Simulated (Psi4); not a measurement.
Geometry relaxation of GeO (charge +1) (part 1 of 4)

System: GeO, charge +1, multiplicity 2.
Method: MP2/pcseg-1, UHF (Psi4 1.11).

The starting geometry was optimised with mp2/pcseg-1.

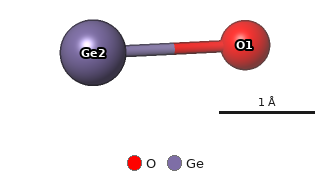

*The starting structure (ball-and-stick view, seen at an oblique angle; atoms are numbered from 1 in the order of the input). Sticks mark near contacts.*

Input (run.py):
```python
import psi4

psi4.set_memory('1600 MB')
psi4.set_num_threads(1)
psi4.core.set_output_file('psi4.out', False)

m = psi4.geometry("""
1 2
O      0.000000     0.000000    -0.063412
Ge     0.000000     0.000000     1.608266
units angstrom
symmetry c1
""")

psi4.set_options({
    'basis': 'pcseg-1',
    'reference': 'uhf',
    'freeze_core': 'true',
    'df_basis_scf': 'def2-universal-jkfit',
})

E, wfn = psi4.optimize("mp2", molecule=m, return_wfn=True)
print(f'mp2 energy: {E:.10f} Eh')
print(m.to_string(dtype='xyz', units='Angstrom'))
for k, v in sorted(psi4.core.scalar_variables().items()):
    print(f'{k:45s} {v:18.10f}')
```

Run on 1 thread of INTEL XEON PLATINUM @ 2.30GHz (Emerald Rapids), 24 GiB of memory available, shared host.

Launched with:
```bash
python run.py
```

The program's output:
```
gradient() will perform analytic gradient computation.
    For method 'MP2', SCF Algorithm Type (re)set to DISK_DF.

   => Loading Basis Set <=

    Name: PCSEG-1
    Role: ORBITAL
    Keyword: BASIS

         ---------------------------------------------------------
                                   SCF
                              UHF Reference
                        1 Threads,   1525 MiB Core
         ---------------------------------------------------------

  ==> Geometry <==

    Molecular point group: c1
    Full point group: C_inf_v

    Geometry (in Angstrom), charge = 1, multiplicity = 2:

       Center              X                  Y                   Z               Mass
    ------------   -----------------  -----------------  -----------------  -----------------
         O            0.000000000000     0.000000000000    -1.374308016791    15.994914619570
         GE           0.000000000000     0.000000000000     0.297369983209    73.921177761000

  Running in c1 symmetry.

  Rotational constants: A = ************  B =      0.45875  C =      0.45875 [cm^-1]
  Rotational constants: A = ************  B =  13753.03557  C =  13753.03557 [MHz]
  Nuclear repulsion =   81.037954636909745

  Charge       = 1
  Multiplicity = 2
  Electrons    = 39
  Nalpha       = 20
  Nbeta        = 19

  ==> Algorithm <==

  SCF Algorithm Type is DISK_DF.
  DIIS enabled.
  MOM disabled.
  Fractional occupation disabled.
  Guess Type is SAD.
  Energy threshold   = 1.00e-10
  Density threshold  = 1.00e-10
  Integral threshold = 1.00e-12

  ==> Primary Basis <==

  Basis Set: PCSEG-1
    Blend: PCSEG-1
    Number of shells: 17
    Number of basis functions: 41
    Number of Cartesian functions: 44
    Spherical Harmonics?: true
    Max angular momentum: 2

   => Loading Basis Set <=

    Name: DEF2-UNIVERSAL-JKFIT
    Role: JKFIT
    Keyword: DF_BASIS_SCF

  ==> Integral Setup <==

  ==> DiskDFJK: Density-Fitted J/K Matrices <==

    J tasked:                  Yes
    K tasked:                  Yes
    wK tasked:                  No
    Integrals threads:           1
    Memory [MiB]:             1144
    Algorithm:                Core
    Integral Cache:           SAVE
    Schwarz Cutoff:          1E-12
    Fitting Condition:       1E-10

   => Auxiliary Basis Set <=

  Basis Set: DEF2-UNIVERSAL-JKFIT
    Blend: DEF2-UNIVERSAL-JKFIT
    Number of shells: 85
    Number of basis functions: 343
    Number of Cartesian functions: 464
    Spherical Harmonics?: true
    Max angular momentum: 5

  Minimum eigenvalue in the overlap matrix is 3.6882370840E-02.
  Reciprocal condition number of the overlap matrix is 1.2109728737E-02.
    Using symmetric orthogonalization.

  ==> Pre-Iterations <==

  SCF Guess: Superposition of Atomic Densities via on-the-fly atomic UHF (no occupation information).

   -------------------------
    Irrep   Nso     Nmo
   -------------------------
     A         41      41
   -------------------------
    Total      41      41
   -------------------------

  ==> Iterations <==

                           Total Energy        Delta E     RMS |[F,P]|

   @DF-UHF iter SAD: -2144.86014412337954   -2.14486e+03   0.00000e+00
   @DF-UHF iter   1: -2149.27448688614140   -4.41434e+00   2.03384e-02 ADIIS/DIIS
   @DF-UHF iter   2: -2149.45219484750578   -1.77708e-01   1.03608e-02 ADIIS/DIIS
   @DF-UHF iter   3: -2149.50727821820647   -5.50834e-02   6.60260e-03 ADIIS/DIIS
   @DF-UHF iter   4: -2149.54167005602858   -3.43918e-02   1.14548e-03 ADIIS/DIIS
   @DF-UHF iter   5: -2149.54915372148344   -7.48367e-03   7.79575e-04 ADIIS/DIIS
   @DF-UHF iter   6: -2149.55408768932466   -4.93397e-03   4.47642e-04 ADIIS/DIIS
   @DF-UHF iter   7: -2149.55551620646838   -1.42852e-03   2.49063e-04 ADIIS/DIIS
   @DF-UHF iter   8: -2149.55582494539567   -3.08739e-04   8.53884e-05 DIIS
   @DF-UHF iter   9: -2149.55583830634532   -1.33609e-05   5.51783e-05 DIIS
   @DF-UHF iter  10: -2149.55585045968655   -1.21533e-05   1.85223e-05 DIIS
   @DF-UHF iter  11: -2149.55585261855731   -2.15887e-06   1.05781e-05 DIIS
   @DF-UHF iter  12: -2149.55585322407433   -6.05517e-07   1.75594e-06 DIIS
   @DF-UHF iter  13: -2149.55585324768936   -2.36150e-08   5.99529e-07 DIIS
   @DF-UHF iter  14: -2149.55585324880531   -1.11595e-09   3.00762e-07 DIIS
   @DF-UHF iter  15: -2149.55585324913091   -3.25599e-10   6.55745e-08 DIIS
   @DF-UHF iter  16: -2149.55585324914819   -1.72804e-11   3.21245e-09 DIIS
   @DF-UHF iter  17: -2149.55585324915046   -2.27374e-12   6.64869e-10 DIIS
   @DF-UHF iter  18: -2149.55585324914910    1.36424e-12   3.09855e-10 DIIS
   @DF-UHF iter  19: -2149.55585324914864    4.54747e-13   8.95120e-11 DIIS
  Energy and wave function converged.

  ==> Post-Iterations <==

   @Spin Contamination Metric:   4.984976541E-02
   @S^2 Expected:                7.500000000E-01
   @S^2 Observed:                7.998497654E-01
   @S   Expected:                5.000000000E-01
   @S   Observed:                5.000000000E-01

    Orbital Energies [Eh]
    ---------------------

    Alpha Occupied:

       1A   -405.550208     2A    -52.488015     3A    -46.612719
       4A    -46.612014     5A    -46.612014     6A    -20.883771
       7A     -7.570995     8A     -5.567403     9A     -5.562752
      10A     -5.562752    11A     -2.049323    12A     -2.036648
      13A     -2.036648    14A     -2.035849    15A     -2.035849
      16A     -1.626809    17A     -1.010819    18A     -0.825221
      19A     -0.825221    20A     -0.779013

    Alpha Virtual:

      21A     -0.238678    22A     -0.238678    23A     -0.096172
      24A      0.074497    25A      0.173249    26A      0.173249
      27A      0.229962    28A      0.239461    29A      0.239461
      30A      0.251060    31A      0.251060    32A      0.461149
      33A      0.855600    34A      0.914638    35A      0.914638
      36A      1.619127    37A      2.247564    38A      2.247564
      39A      2.266772    40A      2.266772    41A      2.535799

    Beta Occupied:

       1A   -405.549808     2A    -52.488164     3A    -46.612342
       4A    -46.612342     5A    -46.609752     6A    -20.842372
       7A     -7.570786     8A     -5.564084     9A     -5.564084
      10A     -5.559090    11A     -2.040745    12A     -2.036914
      13A     -2.036914    14A     -2.035005    15A     -2.035005
      16A     -1.489746    17A     -0.819189    18A     -0.762575
      19A     -0.762575

    Beta Virtual:

      20A     -0.288245    21A     -0.231617    22A     -0.231617
      23A     -0.048274    24A      0.093490    25A      0.167140
      26A      0.167140    27A      0.235088    28A      0.235088
      29A      0.269942    30A      0.269942    31A      0.275223
      32A      0.493544    33A      0.946612    34A      0.946612
      35A      1.005928    36A      1.670190    37A      2.272685
      38A      2.272685    39A      2.361029    40A      2.361029
      41A      2.630055

    Final Occupation by Irrep:
              A
    DOCC [    19 ]
    SOCC [     1 ]
    NA   [    20 ]
    NB   [    19 ]

  @DF-UHF Final Energy: -2149.55585324914864

   => Energetics <=

    Nuclear Repulsion Energy =             81.0379546369097454
    One-Electron Energy =               -3145.9120807690933361
    Two-Electron Energy =                 915.3182728830342967
    Total Energy =                      -2149.5558532491490951

  UHF NO Occupations:
  HONO-2 :   18  A 1.9949914
  HONO-1 :   19  A 1.9858490
  HONO-0 :   20  A 1.0000000
  LUNO+0 :   21  A 0.0141510
  LUNO+1 :   22  A 0.0050086
  LUNO+2 :   23  A 0.0050086
  LUNO+3 :   24  A 0.0008662

Computation Completed

Properties will be evaluated at   0.000000,   0.000000,   0.000000 [a0]

Properties computed using the SCF density matrix

 Multipole Moments:

 ------------------------------------------------------------------------------------
     Multipole            Electronic (a.u.)      Nuclear  (a.u.)        Total (a.u.)
 ------------------------------------------------------------------------------------

 L = 1.  Multiply by 2.5417464519 to convert [e a0] to [Debye]
 Dipole X            :         -0.0000000            0.0000000           -0.0000000
 Dipole Y            :          0.0000000            0.0000000            0.0000000
 Dipole Z            :          4.0815805           -2.7941957            1.2873849
 Magnitude           :                                                    1.2873849

 ------------------------------------------------------------------------------------

	total time  =          0 seconds =       0.00 minutes
  Constructing Basis Sets for DFOCC...

   => Loading Basis Set <=

    Name: (PCSEG-1 AUX)
    Role: RIFIT
    Keyword: DF_BASIS_CC

  Module DFOCC Options:
  ----------------------------------------------------------------------------
  ACTIVE                        => (empty)
  BASIS_RELATIVISTIC            => (empty)
  BENCH                         => (empty)
  CC_DIIS_MAX_VECS              => (empty)
  CC_DIIS_MIN_VECS              => (empty)
  CC_LAMBDA                     => (empty)
  CC_MAXITER                    => (empty)
  CC_TYPE                       => (empty)
  CHOLESKY                      => (empty)
  CHOLESKY_TOLERANCE            => (empty)
  CI_TYPE                       => (empty)
  COMPUT_S2                     => (empty)
  CUBEPROP_BASIS_FUNCTIONS      => (empty)
  CUBEPROP_FILEPATH             => (empty)
  CUBEPROP_ISOCONTOUR_THRESHOLD => (empty)
  CUBEPROP_ORBITALS             => (empty)
  CUBEPROP_TASKS                => (empty)
  CUBIC_BASIS_TOLERANCE         => (empty)
  CUBIC_BLOCK_MAX_POINTS        => (empty)
  CUBIC_GRID_OVERAGE            => (empty)
  CUBIC_GRID_SPACING            => (empty)
  CUTOFF                        => (empty)
  DDX                           => (empty)
  DEBUG                         => (empty)
  DERTYPE                       => FIRST           !
  DF_BASIS_CC                   => (empty)
  DIE_IF_NOT_CONVERGED          => (empty)
  DKH_ORDER                     => (empty)
  DOCC                          => (empty)
  DO_DIIS                       => (empty)
  DO_LEVEL_SHIFT                => (empty)
  DO_SCS                        => FALSE           !
  DO_SOS                        => FALSE           !
  E3_SCALE                      => (empty)
  EKT_IP                        => (empty)
  EXTERNAL_POTENTIAL_SYMMETRY   => (empty)
  E_CONVERGENCE                 => 1e-08           !
  FREEZE_CORE                   => TRUE            !
  FREEZE_CORE_POLICY            => (empty)
  FROZEN_DOCC                   => (empty)
  FROZEN_UOCC                   => (empty)
  HESS_TYPE                     => (empty)
  INTEGRAL_CUTOFF               => (empty)
  INTEGRAL_PACKAGE              => (empty)
  LEVEL_SHIFT                   => (empty)
  LINEQ_SOLVER                  => (empty)
  LITERAL_CFOUR                 => (empty)
  LS_THC_BASIS_TOLERANCE        => (empty)
  LS_THC_DF                     => (empty)
  LS_THC_PRUNING_SCHEME         => (empty)
  LS_THC_RADIAL_POINTS          => (empty)
  LS_THC_SPHERICAL_POINTS       => (empty)
  LS_THC_S_EPSILON              => (empty)
  LS_THC_WEIGHTS_TOLERANCE      => (empty)
  MAT_NUM_COLUMN_PRINT          => (empty)
  MAX_MOGRAD_CONVERGENCE        => (empty)
  MAX_RADIAL_MOMENT             => (empty)
  MBIS_D_CONVERGENCE            => (empty)
  MBIS_MAXITER                  => (empty)
  MBIS_PRUNING_SCHEME           => (empty)
  MBIS_RADIAL_POINTS            => (empty)
  MBIS_SPHERICAL_POINTS         => (empty)
  MOLDEN_WITH_VIRTUAL           => (empty)
  MOLDEN_WRITE                  => (empty)
  MO_DIIS_NUM_VECS              => (empty)
  MO_MAXITER                    => (empty)
  MO_STEP_MAX                   => (empty)
  MP2_AMP_TYPE                  => (empty)
  MP2_OS_SCALE                  => (empty)
  MP2_SOS_SCALE                 => (empty)
  MP2_SOS_SCALE2                => (empty)
  MP2_SS_SCALE                  => (empty)
  MP2_TYPE                      => (empty)
  MP_TYPE                       => (empty)
  NAT_ORBS                      => FALSE           !
  NUM_FROZEN_DOCC               => (empty)
  NUM_FROZEN_UOCC               => (empty)
  NUM_GPUS                      => (empty)
  OCC_ORBS_PRINT                => (empty)
  OEPROP                        => (empty)
  OO_SCALE                      => (empty)
  OPT_METHOD                    => (empty)
  ORBITAL_OPTIMIZER_PACKAGE     => (empty)
  ORB_OPT                       => FALSE           !
  ORB_RESP_SOLVER               => (empty)
  ORTH_TYPE                     => (empty)
  PARENT_SYMMETRY               => (empty)
  PCG_BETA_TYPE                 => (empty)
  PCG_CONVERGENCE               => (empty)
  PCG_MAXITER                   => (empty)
  PCM                           => (empty)
  PE                            => (empty)
  PPL_TYPE                      => (empty)
  PRINT                         => (empty)
  PRINT_NOONS                   => (empty)
  PROPERTIES                    => (empty)
  PROPERTIES_ORIGIN             => (empty)
  PUREAM                        => (empty)
  QCHF                          => (empty)
  QC_MODULE                     => (empty)
  RAS1                          => (empty)
  RAS2                          => (empty)
  RAS3                          => (empty)
  RAS4                          => (empty)
  READ_SCF_3INDEX               => (empty)
  REGULARIZATION                => (empty)
  REG_PARAM                     => (empty)
  RELATIVISTIC                  => (empty)
  REMP_A                        => (empty)
  RESTRICTED_DOCC               => (empty)
  RESTRICTED_UOCC               => (empty)
  RMS_MOGRAD_CONVERGENCE        => (empty)
  R_CONVERGENCE                 => (empty)
  SCF_TYPE                      => DISK_DF         !
  SCREENING                     => (empty)
  SCS_TYPE                      => (empty)
  SOCC                          => (empty)
  SOS_TYPE                      => (empty)
  TRIPLES_IABC_TYPE             => (empty)
  WFN                           => (empty)
  WFN_TYPE                      => DF-OMP2         !
  WRITER_FILE_LABEL             => (empty)
  ZORA_BASIS_TOLERANCE          => (empty)
  ZORA_NR_DEBUG                 => (empty)
  ZORA_PRUNING_SCHEME           => (empty)
  ZORA_RADIAL_POINTS            => (empty)
  ZORA_SPHERICAL_POINTS         => (empty)

	Warning: cc_lambda option is changed to TRUE
	For this residual convergence, default PCG convergence is:     1.00e-07
	For this energy convergence, default residual convergence is:     3.16e-07

 ==============================================================================
 ==============================================================================
 ==============================================================================

                       DF-MP2

 ==============================================================================
 ==============================================================================
 ==============================================================================

	MO spaces...

	 FC   AOCC   BOCC  AVIR   BVIR   FV
	------------------------------------------
	 10    10     9    21     22     0
	Reading DF integrals from disk ...
	Number of basis functions in the DF-HF basis: 343
	Number of basis functions in the DF-CC basis: 175

	Minimum required memory for amplitudes:      1.01 MB

	Computing DF-MP2 energy using SCF MOs (Canonical DF-MP2)...
	=======================================================================
	Nuclear Repulsion Energy (a.u.)    :    81.03795463690975
	DF-HF Energy (a.u.)                : -2149.55585324914864
	REF Energy (a.u.)                  : -2149.55585324914864
	Alpha-Alpha Contribution (a.u.)    :    -0.03296603639068
	Alpha-Beta Contribution (a.u.)     :    -0.16526595189650
	Beta-Beta Contribution (a.u.)      :    -0.02639595299256
	Scaled_SS Correlation Energy (a.u.):    -0.01978732979441
	Scaled_OS Correlation Energy (a.u.):    -0.19831914227580
	DF-SCS-MP2 Total Energy (a.u.)     : -2149.77395972121894
	DF-SOS-MP2 Total Energy (a.u.)     : -2149.77069898661421
	DF-SCS(N)-MP2 Total Energy (a.u.)  : -2149.66033035046303
	DF-MP2 Correlation Energy (a.u.)   :    -0.22462794127974
	DF-MP2 Total Energy (a.u.)         : -2149.78048119042842
	=======================================================================

	Computing unrelaxed response density matrices...

	Forming independent-pairs...
	Number of alpha independent-pairs:420
	Number of beta independent-pairs :418
	Computing the generalized Fock matrix (GFM)...
	Computing the orbital gradient...
	Forming effective orbital gradient...
	Solving orbital Z-vector equations...

	            PCG Solver
	   ------------------------------
	Iter     RMS Z Vector        RMS Residual
	----    ---------------    ---------------
	  1         3.13e-03         3.04e-03
	  2         2.11e-03         1.01e-03
	  3         1.27e-03         3.20e-04
	  4         2.04e-04         8.79e-05
	  5         5.45e-05         3.71e-05
	  6         1.56e-05         1.05e-05
	  7         6.29e-06         3.77e-06
	  8         7.28e-06         2.68e-06
	  9         1.60e-06         6.11e-07
	 10         2.08e-07         1.49e-07
	 11         4.52e-08         2.98e-08

	Computing the relaxed PDMs and GFM...

	total time  =          0 seconds =       0.00 minutes

	Forming Gamma^tilde...
	Backtransforming OPDM, TPDM, and GFM to the AO basis...

	total time  =          0 seconds =       0.00 minutes
    Molecular point group: c1
    Full point group: C_inf_v

    Geometry (in Bohr), charge = 1, multiplicity = 2:

       Center              X                  Y                   Z
    ------------   -----------------  -----------------  -----------------
         O            0.000000000000     0.000000000000    -2.597065763756
         GE           0.000000000000     0.000000000000     0.561947826197

  -Total gradient:
     Atom            X                  Y                   Z
    ------   -----------------  -----------------  -----------------
       1        0.000000000000     0.000000000000     0.012472492019
       2       -0.000000000000    -0.000000000000    -0.012472492019

    			-----------------------------------------

    			 OPTKING 3.0: for geometry optimizations

    			        with contributions from
```
